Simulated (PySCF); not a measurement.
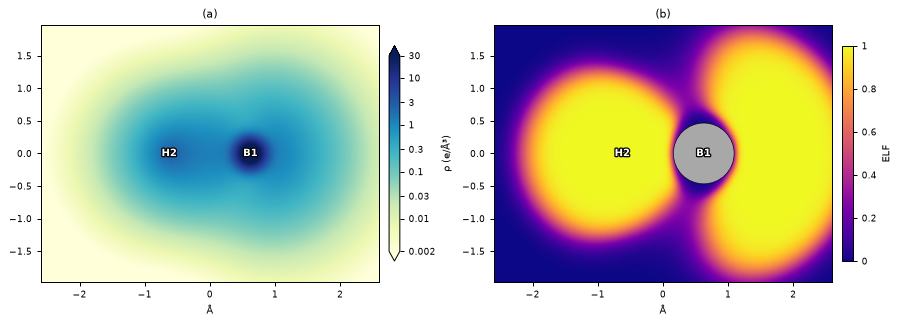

Figure. BH (Boron monohydride). (a) electron density; (b) ELF on a plane that holds the molecular axis. Grey discs cover the atomic cores in the ELF map.

Geometry: PBE0-D3(BJ)/def2-SVP.

Method: B3LYP/def2-SVPD, SCF density, gas phase in PySCF.

### Read the bonding off the picture.

Atoms in the plane: B and H.
B–H (1.25 Å): ρ at the midpoint is about 1.2 e/Å³; the ELF peaks at about 1 between the atoms (an ordinary covalent bond to hydrogen).
The ELF also peaks beside B1, away from the bonds: lone-pair regions.
